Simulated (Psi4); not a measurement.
**AlCl2 (SMILES [Cl][Al][Cl]), step by step**

We compute a structure relaxation (UPBE0-D3(BJ)/def2-TZVP), then the harmonic vibrations, then the energy (UMP2/cc-pVTZ) of AlCl2. 

The calculation is run with Psi4 1.11.

## 1. Starting point

AlCl2: 3 atoms, total charge 0, spin state doublet. SMILES: `[Cl][Al][Cl]`. Geometry: relaxed at PBE0-D4/def2-TZVP. The run starts from this shape.

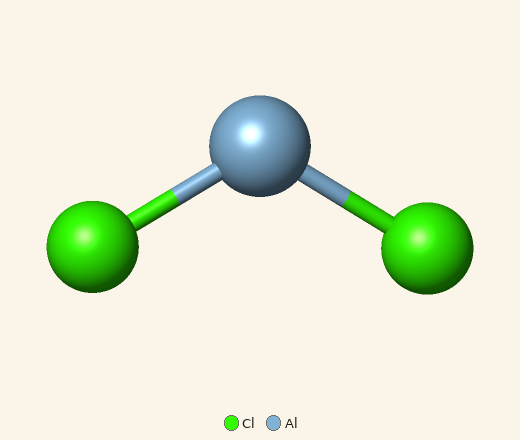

The structure, seen from a chosen angle (chlorine green, aluminium light blue).

## 2. A structure relaxation at UPBE0-D3(BJ)/def2-TZVP (density fitting) (run 1)

Input file run.py:

```python
import psi4

psi4.set_memory(1600000000)
psi4.set_num_threads(1)
psi4.core.set_output_file('output.dat', False)

geom = psi4.geometry("""
0 2
Cl     2.59799548     1.64084919     1.58491330
Al    -0.81655066     0.98398039    -0.33485947
Cl    -1.80204283    -2.74728384    -1.27499822
units au
""")

psi4.set_options({
    'basis': 'def2-TZVP',
    'reference': 'uks',
    'geom_maxiter': 60,
})

e, wfn = psi4.optimize('PBE0-D3BJ', molecule=geom, return_wfn=True)
print(f'PBE0-D3BJ energy: {e:.10f} Eh')
print(geom.to_string(dtype='xyz', units='Angstrom'))
```

Run with:

```bash
$ python run.py
```

output.dat:

```text
[...]
  Running in cs symmetry.
[...]
  Nuclear repulsion =  153.526194877914463
[...]
  Multiplicity = 2
[...]
  Nalpha       = 24
  Nbeta        = 23
[...]
    Number of basis functions: 111
[...]
   @DF-UKS iter   1: -1162.48136268784310   -2.35963e-01   5.74792e-03 ADIIS/DIIS
[...]
   @DF-UKS iter   7: -1162.55328331922510   -1.13687e-12   4.98415e-09 DIIS
[...]
   @S^2 Observed:                7.518853589E-01
[...]
  @DF-UKS Final Energy: -1162.55328331922510
   => Energetics <=
    Nuclear Repulsion Energy =            153.6323484169737696
    One-Electron Energy =               -1914.6456861846738775
    Two-Electron Energy =                 654.9513923748120305
    DFT Exchange-Correlation Energy =     -56.4886468874563690
    Empirical Dispersion Energy =          -0.0026910388807824
    VV10 Nonlocal Energy =                  0.0000000000000000
    Total Energy =                      -1162.5532833192251019
[...]
 Multipole Moments:
 ------------------------------------------------------------------------------------
     Multipole            Electronic (a.u.)      Nuclear  (a.u.)        Total (a.u.)
 ------------------------------------------------------------------------------------
 L = 1.  Multiply by 2.5417464519 to convert [e a0] to [Debye]
 Dipole X            :         -0.4836909            0.1104095           -0.3732815
 Dipole Y            :          0.5739181           -0.1310135            0.4429046
 Dipole Z            :          0.0000000            0.0000000            0.0000000
 Magnitude           :                                                    0.5792267
[...]
  -Total Gradient:
     Atom            X                  Y                   Z
    ------   -----------------  -----------------  -----------------
       1       -0.000077486437     0.000064647321     0.000000000000
       2       -0.000041523580     0.000043987985     0.000000000000
       3       -0.000049294647     0.000091038950     0.000000000000
[...]
    Final optimized geometry and variables:
    Molecular point group: cs
    Full point group: Cs
    Geometry (in Bohr), charge = 0, multiplicity = 2:
    CL           2.974318169324     1.767663193645     0.000000000000
    AL          -0.943736515224     1.119851365998     0.000000000000
    CL          -2.246142630389    -2.631726794883     0.000000000000
[...]
```

On the terminal:

```text
Some dependencies such as QCElemental have not yet finished migration to pydantic v2. If issues are encountered please downgrade pydantic or upgrade QCElemental as appropriate
	Energy has increased in a minimization.
	Energy ratio indicates iffy step.
	Intrafrag trust radius decreased to  0.125.
Optimizer: Optimization complete!
PBE0-D3BJ energy: -1162.5532833192 Eh
3
0 2 AlCl2
Cl                    1.573941392488     0.935407078217     0.000000000000
Al                   -0.499403856733     0.592599822224     0.000000000000
Cl                   -1.188607491916    -1.392649844561     0.000000000000
```

It took 12 s on 1 thread of Intel Xeon 6975P-C (Granite Rapids), shared host; peak memory 0.44 GiB.

The path in brief:

| step | energy from the first frame kept (eV) | largest force (eV/Å) |
| --- | --- | --- |
| 0 | 0.0000 | 0.0129 |
| 1 | 0.0000 | 0.0089 |
| 2 | 0.0000 | 0.0053 |

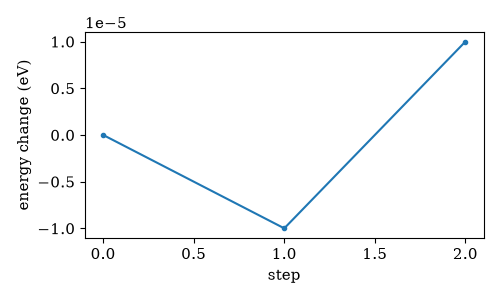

Energy along the run.

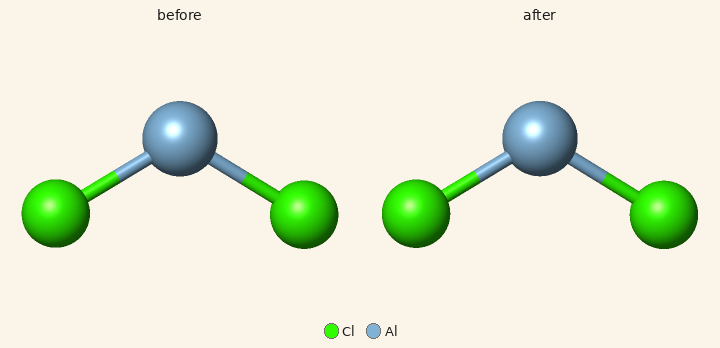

Before and after, at one scale.

After the run. Bond lengths: Cl1–Al2 2.101 Å, Al2–Cl3 2.101 Å. Angles: Cl1–Al2–Cl3 118.5°.

## 3. Vibrational wavenumbers at UPBE0-D3(BJ)/def2-TZVP (density fitting) (run 2)

Input file alcl2.xyz:

```xyz
3
AlCl2
Cl     1.373375     0.864846     0.837552
Al    -0.434436     0.523603    -0.178148
Cl    -0.950372    -1.452587    -0.672821
```

Input file calc.py:

```python
import psi4

psi4.set_memory('1600 MB')
psi4.set_num_threads(1)
psi4.core.set_output_file('psi4.out', False)

with open('alcl2.xyz') as f:
    atoms = ''.join(f.readlines()[2:])
geom = psi4.geometry('0 2\n' + atoms + '')

psi4.set_options({
    'basis': 'def2-TZVP',
    'reference': 'uks',
    't': 600.0,
    'rotational_symmetry_number': 2,
})

result, w = psi4.frequencies("pbe0-d3bj2b", molecule=geom, return_wfn=True)
print(f'pbe0-d3bj2b energy: {result:.10f} Eh')
print('wavenumbers / cm^-1:', w.frequencies().np.round(1))
for k in ('ZPVE', 'ENTHALPY', 'GIBBS FREE ENERGY'):
    print(f'{k}: {psi4.variable(k):.8f} Eh')
```

Run with:

```bash
$ python calc.py
```

psi4.out:

```text
[...]
  Running in cs symmetry.
[...]
  Nuclear repulsion =  153.632372672729502
[...]
  Multiplicity = 2
[...]
  Nalpha       = 24
  Nbeta        = 23
[...]
    Number of basis functions: 111
[...]
   @DF-UKS iter   1: -1162.48128103784074   -2.35369e-01   5.74969e-03 ADIIS/DIIS
[...]
  Running in c1 symmetry.
[...]
   @DF-UKS iter  11: -1162.55328331958344   -5.45697e-12   3.67141e-09 DIIS
[...]
   @S^2 Observed:                7.518853599E-01
[...]
  @DF-UKS Final Energy: -1162.55328331958344
   => Energetics <=
    Nuclear Repulsion Energy =            153.6323687123765183
    One-Electron Energy =               -1914.6457256941898777
    Two-Electron Energy =                 654.9514115962847427
    DFT Exchange-Correlation Energy =     -56.4886468950062834
    Empirical Dispersion Energy =          -0.0026910390486285
    VV10 Nonlocal Energy =                  0.0000000000000000
    Total Energy =                      -1162.5532833195834428
[...]
 Multipole Moments:
 ------------------------------------------------------------------------------------
     Multipole            Electronic (a.u.)      Nuclear  (a.u.)        Total (a.u.)
 ------------------------------------------------------------------------------------
 L = 1.  Multiply by 2.5417464519 to convert [e a0] to [Debye]
 Dipole X            :         -0.4836886            0.1104094           -0.3732792
 Dipole Y            :          0.5739188           -0.1310135            0.4429054
 Dipole Z            :         -0.0003706            0.0000846           -0.0002860
 Magnitude           :                                                    0.5792259
[...]
  -Total Gradient:
     Atom            X                  Y                   Z
    ------   -----------------  -----------------  -----------------
       1       -0.000077667599     0.000064617156    -0.000000047665
       2       -0.000041320616     0.000044080491    -0.000000029534
       3       -0.000049315233     0.000090977995    -0.000000051758
[...]
  ==> Harmonic Vibrational Analysis <==
[...]
  Freq [cm^-1]                 143.5218            461.7697            573.8214
[...]
  IR activ [km/mol]             7.4415             47.7701             168.3123
[...]
  Total E_0, Enthalpy at 0 [K]                                                        -1162.55059710 [Eh]
[...]
  Total H, Enthalpy at  600.00 [K]                                                    -1162.53948296 [Eh]
[...]
  Total G, Gibbs energy at  600.00 [K]                                                -1162.61431107 [Eh]
[...]
```

Standard output:

```text
Warning: used thermodynamics relations inappropriate for low-frequency modes: ['143.5218' '461.7697' '573.8214']
pbe0-d3bj2b energy: -1162.5532833190 Eh
wavenumbers / cm^-1: [143.5 461.8 573.8]
ZPVE: 0.00268622 Eh
ENTHALPY: -1162.53948296 Eh
GIBBS FREE ENERGY: -1162.61431107 Eh
```

Run time: 42 s. Hardware: 1 thread of Intel Xeon 6975P-C (Granite Rapids), shared host; peak memory 0.48 GiB.

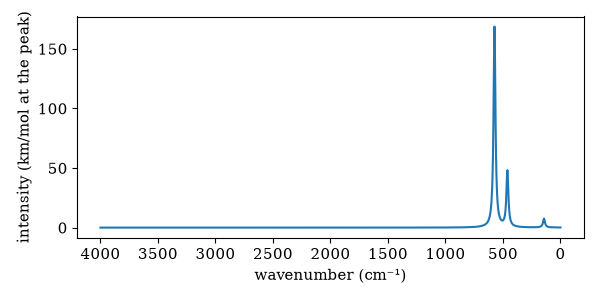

Harmonic infrared spectrum, unscaled, lines broadened by 10 cm⁻¹.

## 4. The energy at UMP2/cc-pVTZ (density fitting, density fitting for correlation) (run 3)

Input file alcl2.inp:

```
memory 1.6 GB

molecule {
  0 2
  Cl     1.373375     0.864846     0.837552
  Al    -0.434436     0.523603    -0.178148
  Cl    -0.950372    -1.452587    -0.672821
  symmetry c1
}

set basis cc-pVTZ
set reference uhf
set freeze_core true

energy_value, wavefunction = energy('mp2', return_wfn=True)
```

Run with:

```bash
$ psi4 -n 1 alcl2.inp alcl2.out
```

alcl2.out:

```text
[...]
  Running in c1 symmetry.
[...]
  Nuclear repulsion =  153.632372672729502
[...]
  Multiplicity = 2
[...]
  Nalpha       = 24
  Nbeta        = 23
[...]
    Number of basis functions: 102
[...]
   @DF-UHF iter   1: -1161.05418333113789   -4.99365e-01   2.43038e-03 ADIIS/DIIS
[...]
   @DF-UHF iter  12: -1161.09140931551974   -1.59162e-11   7.58225e-09 DIIS
[...]
   @S^2 Observed:                7.533171581E-01
[...]
    Orbital Energies [Eh]
    ---------------------
    Alpha Occupied:
       1A   -104.829731     2A   -104.829730     3A    -58.562313
       4A    -10.556522     5A    -10.556518     6A     -8.024405
       7A     -8.024403     8A     -8.021608     9A     -8.021606
      10A     -8.021519    11A     -8.021517    12A     -4.973050
      13A     -3.286943    14A     -3.283557    15A     -3.282662
      16A     -1.096953    17A     -1.084512    18A     -0.598686
      19A     -0.531604    20A     -0.495672    21A     -0.486957
      22A     -0.469696    23A     -0.463798    24A     -0.345176
    Alpha Virtual:
      25A      0.025480    26A      0.113764    27A      0.114310
[...]
  @DF-UHF Final Energy: -1161.09140931551974
   => Energetics <=
    Nuclear Repulsion Energy =            153.6323726727295025
    One-Electron Energy =               -1914.1907100569367230
    Two-Electron Energy =                 599.4669280686875936
    Total Energy =                      -1161.0914093155197406
  UHF NO Occupations:
  HONO-2 :   22  A 1.9997321
  HONO-1 :   23  A 1.9989859
[...]
 Multipole Moments:
 ------------------------------------------------------------------------------------
     Multipole            Electronic (a.u.)      Nuclear  (a.u.)        Total (a.u.)
 ------------------------------------------------------------------------------------
 L = 1.  Multiply by 2.5417464519 to convert [e a0] to [Debye]
 Dipole X            :         -0.5453967            0.1104094           -0.4349873
 Dipole Y            :          0.6471396           -0.1310135            0.5161261
 Dipole Z            :          0.0000000           -0.0000000            0.0000000
 Magnitude           :                                                    0.6749816
[...]
```

It took 2.9 s on 1 thread of Intel Xeon 6975P-C (Granite Rapids), shared host; peak memory 0.3 GiB.

## 5. Results

```
                                                                             quantity             value
                               run 1, UPBE0-D3(BJ)/def2-TZVP: total energy at the end    -1162.55328 Eh
                                         run 1, UPBE0-D3(BJ)/def2-TZVP: dipole moment            1.47 D
                    run 1, UPBE0-D3(BJ)/def2-TZVP: HOMO energy (highest over α and β)          -6.70 eV
                     run 1, UPBE0-D3(BJ)/def2-TZVP: LUMO energy (lowest over α and β)          -3.30 eV
                                     run 1, UPBE0-D3(BJ)/def2-TZVP: dispersion energy      -7.07 kJ/mol
                                                  run 1, UPBE0-D3(BJ)/def2-TZVP: ⟨S²⟩             0.752
                            run 2, UPBE0-D3(BJ)/def2-TZVP: lowest harmonic wavenumber          144 cm⁻¹
                           run 2, UPBE0-D3(BJ)/def2-TZVP: highest harmonic wavenumber          574 cm⁻¹
                                     run 2, UPBE0-D3(BJ)/def2-TZVP: zero-point energy        7.1 kJ/mol
run 2, UPBE0-D3(BJ)/def2-TZVP: ideal-gas entropy at 600 K (symmetry number 2 as used)  78.3 cal/(mol K)
                                                    run 3, UMP2/cc-pVTZ: total energy    -1161.51299 Eh
      run 3, UMP2/cc-pVTZ: HOMO energy (Hartree–Fock orbitals) (highest over α and β)          -9.39 eV
       run 3, UMP2/cc-pVTZ: LUMO energy (Hartree–Fock orbitals) (lowest over α and β)           0.14 eV
                    run 3, UMP2/cc-pVTZ: correlation energy (15 core orbitals frozen)        -421.6 mEh
                               run 3, UMP2/cc-pVTZ: ⟨S²⟩ of the reference determinant             0.753
```

**Reading.** The optimisation (run 1, UPBE0-D3(BJ)/def2-TZVP) took 3 steps and changed the energy by +0.000 eV. All 3 modes (run 2, UPBE0-D3(BJ)/def2-TZVP) are real, so the shape is a minimum at this level.
